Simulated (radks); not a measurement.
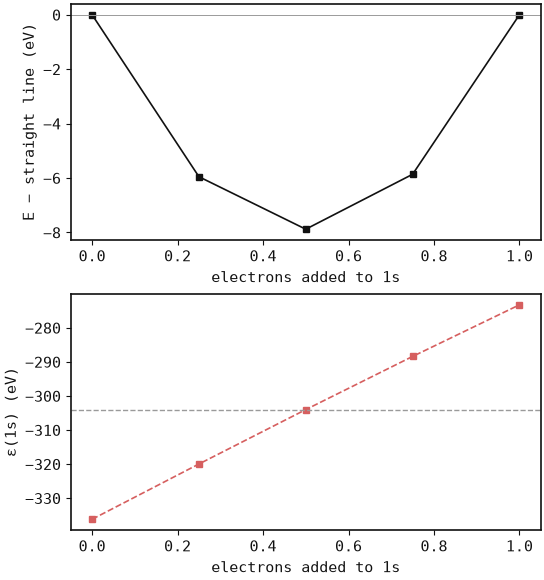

Computed with the in-house radial solver radks: non-relativistic Kohn-Sham, PBE, spin-unpolarised, spherical densities, point nucleus. The occupation of the 1s shell is varied from C⁺ (1s1 2s2 2p2) to C ([He] 2s2 2p2), with spherical fractional occupations. The plot shows the total energy less the straight line between the end points, and the eigenvalue of 1s (the dashed line is minus the energy to take the whole electron out).

Question: What does the shape say about the method?

Answer: The curve is convex (below the straight line), with the largest deviation among the points computed, −7.88 eV, at 0.5. The end points differ by 304.2 eV, the energy to take the electron out. The eigenvalue, which is the slope of the energy (Janak's theorem), moves from −336.2 eV at 0 to −273.3 eV at 1; for a straight line it would stay constant, and a parabola would sag by an eighth of this change, scaled to a whole electron, 7.87 eV. Convexity is the delocalisation error: fractional charges are too low in energy. The shell lies under occupied ones, so the straight line is a guide here rather than an exact condition.
